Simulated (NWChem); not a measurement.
**A convergence study on BNH4S (SMILES NBS)**

BNH4S has 7 atoms, charge 0, and is taken as a singlet. SMILES: `NBS`. Geometry: relaxed at PBE0-D4/def2-TZVP. This is one conformer, not always the lowest.

```xyz
7

N    -0.9192    0.3932   -0.6121
B     0.1570    0.1443    0.2341
S     1.0888   -1.4076    0.0860
H    -1.2356   -0.2403   -1.3265
H    -1.4544    1.2412   -0.5556
H     0.4661    0.9522    1.0566
H     1.9586   -1.1510    1.0718
```

Program: NWChem 7.3.0. Method: r2SCAN/def2-TZVP. Swept: integration grid. Watched: the total energy. Each run: energy. Hardware: 1 thread of Intel Xeon 6975P-C (Granite Rapids), shared host.

Deviations are taken from the sweep's last point, which isn't the limit.

| integration grid | energy (Eh) | from the best (mEh) | wall time |
| --- | --- | --- | --- |
| xcoarse | -480.239499 | -2.095 | 16 s |
| coarse | -480.237869 | -0.465 | 18 s |
| medium | -480.237348 | +0.056 | 21 s |
| fine | -480.237404 | 0.000 | 26 s |

Which is the coarsest setting good to 0.1 mEh?

medium: it is 0.056 mEh off, though it saves no time worth having here.

For a target of 2 mEh, where can one stop?

coarse: it is 0.465 mEh off and takes 18 s, against 26 s for fine.

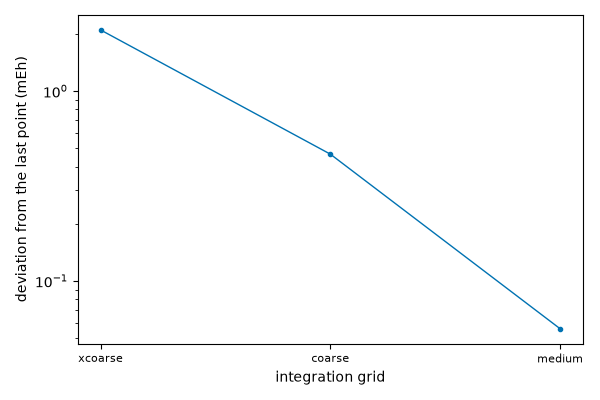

Absolute deviation from the last point of the sweep; values under 0.001 mEh are drawn at that floor.
